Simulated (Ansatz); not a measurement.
# FH4NO2Sn: inversion of the pyramid at N1

Aim: the minimum-energy path and barrier of the inversion of the pyramid at N1. The ends are relaxed first, then joined by a nudged elastic band. SMILES of the start: [NH2][Sn]([OH])([OH])[F].

All numbers below are computed with Ansatz 0.2.0 (RKS r2SCANh/def2-SVP).

### 1 The starting structure

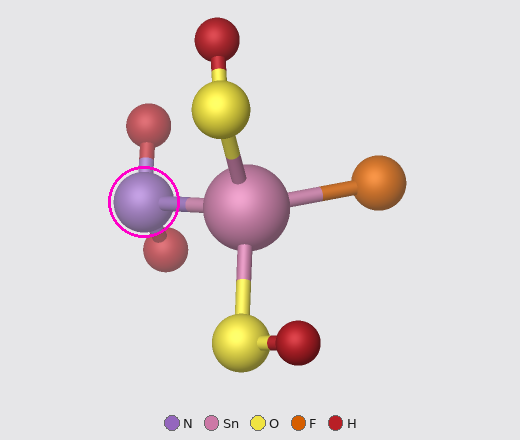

The starting structure, seen from a free direction (nitrogen purple, tin pink, oxygen yellow, fluorine orange, hydrogen red). Ringed: N1.

Coordinates:

```xyz
9

N    -0.8060    0.3914   -1.4439
Sn    0.2390   -0.1172    0.1979
O     1.0688   -1.8668   -0.1461
O    -0.8826   -0.2408    1.7656
F     1.6119    1.2152    0.5249
H    -1.2536    1.3951   -1.2511
H    -0.1472    0.5643   -2.2340
H     1.6381   -2.0442    0.6949
H    -1.3799    0.6566    1.8747
```

### 2 End point A

Input file input.yaml:

```yaml
crystal:
  periodic: [false, false, false]
  atoms:
    - { symbol: "N", position_ang: [-0.806, 0.3914, -1.4439] }
    - { symbol: Sn, position_ang: [0.239, -0.1172, 0.1979] }
    - { symbol: O, position_ang: [1.0688, -1.8668, -0.1461] }
    - { symbol: O, position_ang: [-0.8826, -0.2408, 1.7656] }
    - { symbol: F, position_ang: [1.6119, 1.2152, 0.5249] }
    - { symbol: H, position_ang: [-1.2536, 1.3951, -1.2511] }
    - { symbol: H, position_ang: [-0.1472, 0.5643, -2.234] }
    - { symbol: H, position_ang: [1.6381, -2.0442, 0.6949] }
    - { symbol: H, position_ang: [-1.3799, 0.6566, 1.8747] }
basis:
  gaussian: { orbitals: def2-SVP }
hamiltonian:
  xc: r2scanh
relax:
  f_tol: 0.015
  max_steps: 40
output:
  orbitals: {}
```

Launch:

```sh
$ ansatz run input.yaml --threads 2 --pin off --max-ram 3072MiB --backend cpu --events-out ev --progress --plain --runs-dir out
```

Log, shortened:

```text
Warning: RAYON_NUM_THREADS=2 ignored (pool sized by the plan → 2); use --threads N
[...]
Functional definition: r2SCANh
[...]
1171 factors; integrals over basis functions are off by at most 3.0e-4 eV
[...]
mean field -14189.18704750 eV, -521.4430062192 hartree, gradient 2.5e-5 eV, S^2 0.000000; 0 other end points of the search recorded, 0 dependent functions left out
[...]
reference -14189.18705877 eV, -521.4430066335 hartree; 29, 29 occupied and 73, 73 virtual orbitals, 1171 factors
relax step   1: F+E_penalty+E_count = -14189.18704750 eV  Δ(F+E_penalty+E_count) = +0.000e0 eV  max|allowed force component| = 3.058e0 eV/Å  Δτ_max = 0.0000 Å  (27 SCF iters, accepted)
[...]
relax step   4: F+E_penalty+E_count = -14189.63304479 eV  Δ(F+E_penalty+E_count) = -1.080e-2 eV  max|allowed force component| = 1.643e-1 eV/Å  Δτ_max = 0.0606 Å  (28 SCF iters, accepted)
[...]
relax step   7: F+E_penalty+E_count = -14189.64760362 eV  Δ(F+E_penalty+E_count) = -5.638e-3 eV  max|allowed force component| = 6.672e-1 eV/Å  Δτ_max = 0.0988 Å  (29 SCF iters, accepted)
[...]
relax step  10: F+E_penalty+E_count = -14189.68246246 eV  Δ(F+E_penalty+E_count) = -4.416e-3 eV  max|allowed force component| = 7.332e-2 eV/Å  Δτ_max = 0.1948 Å  (31 SCF iters, accepted)
[...]
relax step  13: F+E_penalty+E_count = -14189.68484525 eV  Δ(F+E_penalty+E_count) = +9.386e-5 eV  max|allowed force component| = 1.139e-1 eV/Å  Δτ_max = 0.0196 Å  (26 SCF iters, rejected (line search))
[...]
relax step  14: F+E_penalty+E_count = -14189.68508474 eV  Δ(F+E_penalty+E_count) = -1.456e-4 eV  max|allowed force component| = 9.951e-3 eV/Å  Δτ_max = 0.0096 Å  (26 SCF iters, accepted)
1171 factors; integrals over basis functions are off by at most 2.7e-4 eV
mean field -14189.68508474 eV, -521.4613087501 hartree, gradient 8.2e-5 eV, S^2 0.000000; 1 other end points of the search recorded, 0 dependent functions left out
[...]
reference -14189.68509608 eV, -521.4613091668 hartree; 29, 29 occupied and 73, 73 virtual orbitals, 1171 factors
Total energy: -14189.68509608 eV, -521.4613091668 hartree
Atom 0 at    -0.772778     0.418966    -1.572040 Å, force     0.000921     0.009523    -0.009951 eV/Å
Atom 1 at     0.105829    -0.041167     0.163373 Å, force     0.005660    -0.005849     0.008755 eV/Å
Atom 2 at     1.024076    -1.750835    -0.115865 Å, force    -0.003512    -0.002675    -0.006554 eV/Å
Atom 3 at    -1.212740    -0.015161     1.618680 Å, force    -0.008370    -0.000096    -0.002489 eV/Å
Atom 4 at     1.466755     1.167108     0.844928 Å, force    -0.003311    -0.002120    -0.002426 eV/Å
Atom 5 at    -1.214155     1.335252    -1.571974 Å, force    -0.000125    -0.003564     0.000844 eV/Å
Atom 6 at    -0.137747     0.359959    -2.364691 Å, force    -0.001705    -0.001023     0.000870 eV/Å
Atom 7 at     1.664148    -1.932338     0.582541 Å, force     0.006385     0.002083     0.004055 eV/Å
Atom 8 at    -0.834889     0.411815     2.397947 Å, force     0.004056     0.003722     0.006897 eV/Å
Dipole moment:     0.102600     0.227847    -0.055555 e Å
```

It took 70 s on 2 threads of Intel Xeon 6975P-C (Granite Rapids), shared host; peak memory 0.28 GiB.

The steps of the relaxation:

| step | energy from step 1 (eV) | largest force component (eV/Å) |
| --- | --- | --- |
| 1 | 0.0000 | 3.0583 |
| 2 | -0.3870 | 1.0526 |
| 3 | -0.4352 | 0.3244 |
| 4 | -0.4460 | 0.1643 |
| 5x | -0.4304 | 1.4823 |
| 6 | -0.4549 | 0.1647 |
| 7 | -0.4606 | 0.6672 |
| 8 | -0.4657 | 0.9317 |
| 9 | -0.4910 | 0.1538 |
| 10 | -0.4954 | 0.0733 |
| 11 | -0.4964 | 0.1141 |
| 12 | -0.4979 | 0.0144 |
| 13x | -0.4978 | 0.1139 |
| 14 | -0.4980 | 0.0100 |

Step 1 is the start. 2 steps were tried and not accepted (marked x).

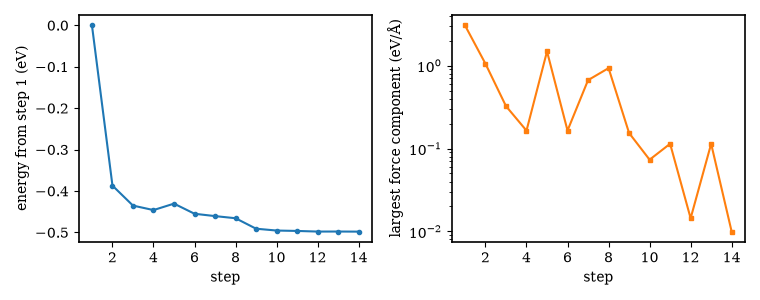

How energy and force went from step to step.

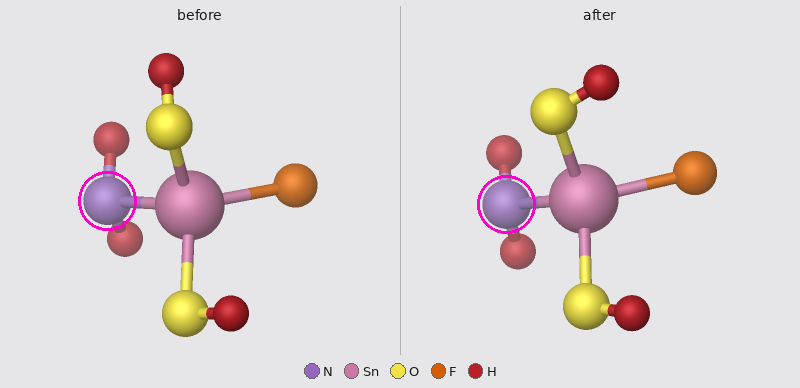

The structure before (left) and after (right), drawn at the same scale.

After: Bond lengths: N1–Sn2 1.999 Å, Sn2–O3 1.961 Å, Sn2–O4 1.964 Å, Sn2–F5 1.943 Å, N1–H6 1.017 Å, N1–H7 1.017 Å, O3–H8 0.965 Å, O4–H9 0.966 Å. Angles: N1–Sn2–O3 106.4°, N1–Sn2–O4 110.2°, N1–Sn2–F5 118.0°, O3–Sn2–O4 115.6°, O3–Sn2–F5 105.3°, O4–Sn2–F5 101.7°, Sn2–N1–H6 113.5°, Sn2–N1–H7 112.9°, H6–N1–H7 108.9°, Sn2–O3–H8 111.8°, Sn2–O4–H9 109.9°.

### 3 End point B

The second end starts from a geometry with the move made by hand.

input.yaml: that of step 2 with these lines changed.

```diff
@@ -8,4 +8,4 @@
     - { symbol: F, position_ang: [1.6119, 1.2152, 0.5249] }
-    - { symbol: H, position_ang: [-1.2536, 1.3951, -1.2511] }
-    - { symbol: H, position_ang: [-0.1472, 0.5643, -2.234] }
+    - { symbol: H, position_ang: [-1.88684, 0.26178, -1.19913] }
+    - { symbol: H, position_ang: [-0.638, -0.31409, -2.19372] }
     - { symbol: H, position_ang: [1.6381, -2.0442, 0.6949] }
```

Launch:

```sh
$ ansatz run input.yaml --threads 2 --pin off --max-ram 3072MiB --backend cpu --events-out ev --progress --plain --runs-dir out
```

Log, shortened:

```text
Warning: RAYON_NUM_THREADS=2 ignored (pool sized by the plan → 2); use --threads N
[...]
[... 1 set-up line as earlier in the session ...]
[...]
1170 factors; integrals over basis functions are off by at most 3.0e-4 eV
[...]
mean field -14189.17822845 eV, -521.4426821249 hartree, gradient 6.7e-5 eV, S^2 0.000000; 0 other end points of the search recorded, 0 dependent functions left out
[...]
reference -14189.17823976 eV, -521.4426825408 hartree; 29, 29 occupied and 73, 73 virtual orbitals, 1170 factors
relax step   1: F+E_penalty+E_count = -14189.17822845 eV  Δ(F+E_penalty+E_count) = +0.000e0 eV  max|allowed force component| = 3.064e0 eV/Å  Δτ_max = 0.0000 Å  (26 SCF iters, accepted)
[...]
relax step   4: F+E_penalty+E_count = -14189.66259341 eV  Δ(F+E_penalty+E_count) = -2.562e-2 eV  max|allowed force component| = 2.590e-1 eV/Å  Δτ_max = 0.1465 Å  (28 SCF iters, accepted)
[...]
relax step   7: F+E_penalty+E_count = -14189.63520470 eV  Δ(F+E_penalty+E_count) = +2.995e-2 eV  max|allowed force component| = 1.218e0 eV/Å  Δτ_max = 0.1951 Å  (29 SCF iters, rejected (line search))
[...]
relax step  10: F+E_penalty+E_count = -14189.68156023 eV  Δ(F+E_penalty+E_count) = -6.911e-3 eV  max|allowed force component| = 1.056e-1 eV/Å  Δτ_max = 0.1483 Å  (29 SCF iters, accepted)
[...]
relax step  13: F+E_penalty+E_count = -14189.69037540 eV  Δ(F+E_penalty+E_count) = -3.557e-3 eV  max|allowed force component| = 4.227e-2 eV/Å  Δτ_max = 0.1000 Å  (28 SCF iters, accepted)
[...]
relax step  14: F+E_penalty+E_count = -14189.68344473 eV  Δ(F+E_penalty+E_count) = +6.931e-3 eV  max|allowed force component| = 5.089e-1 eV/Å  Δτ_max = 0.1083 Å  (29 SCF iters, rejected (line search))
[...]
```

### 4 The log goes on: end point B relaxed

Output, continued:

```text
1170 factors; integrals over basis functions are off by at most 2.3e-4 eV
mean field -14189.69176157 eV, -521.4615541194 hartree, gradient 2.3e-5 eV, S^2 0.000000; 0 other end points of the search recorded, 0 dependent functions left out
the calculation of the forces begins
reference -14189.69177281 eV, -521.4615545321 hartree; 29, 29 occupied and 73, 73 virtual orbitals, 1170 factors
relax step  15: F+E_penalty+E_count = -14189.69176157 eV  Δ(F+E_penalty+E_count) = -1.386e-3 eV  max|allowed force component| = 3.751e-2 eV/Å  Δτ_max = 0.0542 Å  (28 SCF iters, accepted)
these checks for a lower state are left out or cut short: starts, cluster_reference, orbital_swaps, neighbouring_geometries, increment
1170 factors; integrals over basis functions are off by at most 2.3e-4 eV
mean field -14189.69035341 eV, -521.4615023702 hartree, gradient 1.3e-5 eV, S^2 0.000000; 0 other end points of the search recorded, 0 dependent functions left out
the calculation of the forces begins
reference -14189.69036463 eV, -521.4615027826 hartree; 29, 29 occupied and 73, 73 virtual orbitals, 1170 factors
relax step  16: F+E_penalty+E_count = -14189.69035341 eV  Δ(F+E_penalty+E_count) = +1.408e-3 eV  max|allowed force component| = 1.192e-1 eV/Å  Δτ_max = 0.0355 Å  (29 SCF iters, rejected (line search))
these checks for a lower state are left out or cut short: starts, cluster_reference, orbital_swaps, neighbouring_geometries, increment
1170 factors; integrals over basis functions are off by at most 2.3e-4 eV
mean field -14189.69243170 eV, -521.4615787458 hartree, gradient 1.2e-5 eV, S^2 0.000000; 0 other end points of the search recorded, 0 dependent functions left out
the calculation of the forces begins
reference -14189.69244293 eV, -521.4615791586 hartree; 29, 29 occupied and 73, 73 virtual orbitals, 1170 factors
relax step  17: F+E_penalty+E_count = -14189.69243170 eV  Δ(F+E_penalty+E_count) = -6.701e-4 eV  max|allowed force component| = 1.936e-2 eV/Å  Δτ_max = 0.0173 Å  (29 SCF iters, accepted)
these checks for a lower state are left out or cut short: starts, cluster_reference, orbital_swaps, neighbouring_geometries, increment
1170 factors; integrals over basis functions are off by at most 2.3e-4 eV
mean field evaluation 128: about -14189.6929 eV, gradient 1.1e-1 eV
mean field -14189.69290679 eV, -521.4615962054 hartree, gradient 1.2e-5 eV, S^2 0.000000; 0 other end points of the search recorded, 0 dependent functions left out
the calculation of the forces begins
reference -14189.69291803 eV, -521.4615966183 hartree; 29, 29 occupied and 73, 73 virtual orbitals, 1170 factors
relax step  18: F+E_penalty+E_count = -14189.69290679 eV  Δ(F+E_penalty+E_count) = -4.751e-4 eV  max|allowed force component| = 4.283e-2 eV/Å  Δτ_max = 0.0375 Å  (28 SCF iters, accepted)
these checks for a lower state are left out or cut short: starts, cluster_reference, orbital_swaps, neighbouring_geometries, increment
1170 factors; integrals over basis functions are off by at most 2.4e-4 eV
mean field -14189.69300408 eV, -521.4615997806 hartree, gradient 1.2e-5 eV, S^2 0.000000; 0 other end points of the search recorded, 0 dependent functions left out
the calculation of the forces begins
reference -14189.69301531 eV, -521.4616001932 hartree; 29, 29 occupied and 73, 73 virtual orbitals, 1170 factors
relax step  19: F+E_penalty+E_count = -14189.69300408 eV  Δ(F+E_penalty+E_count) = -9.729e-5 eV  max|allowed force component| = 1.026e-1 eV/Å  Δτ_max = 0.0301 Å  (28 SCF iters, accepted)
these checks for a lower state are left out or cut short: starts, cluster_reference, orbital_swaps, neighbouring_geometries, increment
1170 factors; integrals over basis functions are off by at most 2.4e-4 eV
mean field -14189.69345602 eV, -521.4616163890 hartree, gradient 1.2e-5 eV, S^2 0.000000; 0 other end points of the search recorded, 0 dependent functions left out
the calculation of the forces begins
reference -14189.69346724 eV, -521.4616168015 hartree; 29, 29 occupied and 73, 73 virtual orbitals, 1170 factors
relax step  20: F+E_penalty+E_count = -14189.69345602 eV  Δ(F+E_penalty+E_count) = -4.519e-4 eV  max|allowed force component| = 9.317e-3 eV/Å  Δτ_max = 0.0190 Å  (30 SCF iters, accepted)
these checks for a lower state are left out or cut short: starts, cluster_reference, orbital_swaps, neighbouring_geometries, increment
1170 factors; integrals over basis functions are off by at most 2.5e-4 eV
mean field -14189.69351327 eV, -521.4616184929 hartree, gradient 1.2e-5 eV, S^2 0.000000; 0 other end points of the search recorded, 0 dependent functions left out
the calculation of the forces begins
reference -14189.69352449 eV, -521.4616189053 hartree; 29, 29 occupied and 73, 73 virtual orbitals, 1170 factors
relax step  21: F+E_penalty+E_count = -14189.69351327 eV  Δ(F+E_penalty+E_count) = -5.725e-5 eV  max|allowed force component| = 5.682e-3 eV/Å  Δτ_max = 0.0118 Å  (30 SCF iters, accepted)
these checks for a lower state are left out or cut short: starts, cluster_reference, orbital_swaps, neighbouring_geometries, increment
1170 factors; integrals over basis functions are off by at most 2.6e-4 eV
mean field evaluation 160: about -14189.6935 eV, gradient 1.2e-5 eV
mean field -14189.69353820 eV, -521.4616194091 hartree, gradient 1.2e-5 eV, S^2 0.000000; 0 other end points of the search recorded, 0 dependent functions left out
the calculation of the forces begins
reference -14189.69354941 eV, -521.4616198212 hartree; 29, 29 occupied and 73, 73 virtual orbitals, 1170 factors
relax step  22: F+E_penalty+E_count = -14189.69353820 eV  Δ(F+E_penalty+E_count) = -2.493e-5 eV  max|allowed force component| = 4.088e-2 eV/Å  Δτ_max = 0.0212 Å  (29 SCF iters, accepted)
these checks for a lower state are left out or cut short: starts, cluster_reference, orbital_swaps, neighbouring_geometries, increment
1170 factors; integrals over basis functions are off by at most 2.7e-4 eV
mean field -14189.69356601 eV, -521.4616204313 hartree, gradient 2.7e-5 eV, S^2 0.000000; 0 other end points of the search recorded, 0 dependent functions left out
the calculation of the forces begins
reference -14189.69357723 eV, -521.4616208434 hartree; 29, 29 occupied and 73, 73 virtual orbitals, 1170 factors
relax step  23: F+E_penalty+E_count = -14189.69356601 eV  Δ(F+E_penalty+E_count) = -2.782e-5 eV  max|allowed force component| = 1.154e-2 eV/Å  Δτ_max = 0.0051 Å  (23 SCF iters, accepted)
1170 factors; integrals over basis functions are off by at most 2.7e-4 eV
mean field -14189.69356601 eV, -521.4616204313 hartree, gradient 2.7e-5 eV, S^2 0.000000; 1 other end points of the search recorded, 0 dependent functions left out
the calculation of the forces begins
reference -14189.69357723 eV, -521.4616208434 hartree; 29, 29 occupied and 73, 73 virtual orbitals, 1170 factors
Total energy: -14189.69357723 eV, -521.4616208434 hartree
Atom 0 at    -0.811339     0.255804    -1.591871 Å, force     0.003683     0.001189    -0.000955 eV/Å
Atom 1 at     0.053472    -0.154254     0.163881 Å, force    -0.000235    -0.000441     0.005842 eV/Å
Atom 2 at     1.020553    -1.862237     0.054839 Å, force     0.011334    -0.000453     0.004231 eV/Å
Atom 3 at    -1.255216     0.028097     1.619420 Å, force     0.000495     0.002946     0.004205 eV/Å
Atom 4 at     1.439134     1.097701     0.667886 Å, force    -0.000491    -0.000168    -0.002744 eV/Å
Atom 5 at    -1.806087     0.448947    -1.500443 Å, force    -0.000295    -0.001021     0.001324 eV/Å
Atom 6 at    -0.680015    -0.488786    -2.272711 Å, force    -0.000988    -0.000098    -0.001303 eV/Å
Atom 7 at     1.856319    -1.818011     0.536895 Å, force    -0.011543     0.000608    -0.006172 eV/Å
Atom 8 at    -0.852361     0.434629     2.397255 Å, force    -0.001959    -0.002562    -0.004427 eV/Å
Dipole moment:    -0.147858    -0.147816    -0.035470 e Å
```

It took 2 min on 2 threads of Intel Xeon 6975P-C (Granite Rapids), shared host; peak memory 0.27 GiB.

Step by step:

| step | energy from step 1 (eV) | largest force component (eV/Å) |
| --- | --- | --- |
| 1 | 0.0000 | 3.0640 |
| 2 | -0.3951 | 1.4472 |
| 3 | -0.4587 | 0.7488 |
| 4 | -0.4844 | 0.2590 |
| 5 | -0.4854 | 0.2371 |
| 6 | -0.4869 | 0.4528 |
| 7x | -0.4570 | 1.2179 |
| 8 | -0.4956 | 0.0369 |
| 9 | -0.4964 | 0.0720 |
| 10 | -0.5033 | 0.1056 |
| 11x | -0.3668 | 2.0064 |
| 12 | -0.5086 | 0.0550 |
| 13 | -0.5121 | 0.0423 |
| 14x | -0.5052 | 0.5089 |
| 15 | -0.5135 | 0.0375 |
| 16x | -0.5121 | 0.1192 |
| 17 | -0.5142 | 0.0194 |
| 18 | -0.5147 | 0.0428 |
| 19 | -0.5148 | 0.1026 |
| 20 | -0.5152 | 0.0093 |
| 21 | -0.5153 | 0.0057 |
| 22 | -0.5153 | 0.0409 |
| 23 | -0.5153 | 0.0115 |

Step 1 is the start. 4 steps were tried and not accepted (marked x).

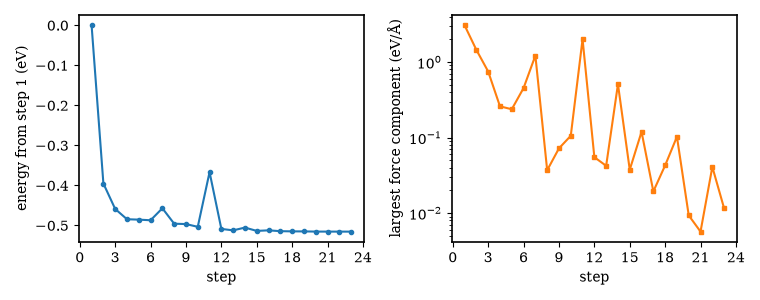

Energy and largest force along the relaxation.

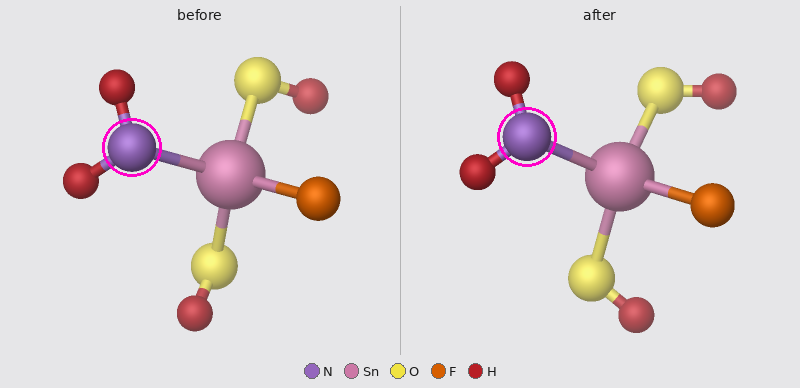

The structure before (left) and after (right), drawn at the same scale.

After: Bond lengths: N1–Sn2 2.000 Å, Sn2–O3 1.966 Å, Sn2–O4 1.966 Å, Sn2–F5 1.934 Å, N1–H6 1.017 Å, N1–H7 1.017 Å, O3–H8 0.966 Å, O4–H9 0.966 Å. Angles: N1–Sn2–O3 110.0°, N1–Sn2–O4 110.1°, N1–Sn2–F5 113.9°, O3–Sn2–O4 116.7°, O3–Sn2–F5 103.0°, O4–Sn2–F5 102.9°, Sn2–N1–H6 112.5°, Sn2–N1–H7 112.4°, H6–N1–H7 109.0°, Sn2–O3–H8 111.0°, Sn2–O4–H9 111.0°.

(Part 1 of 2 ends here.)
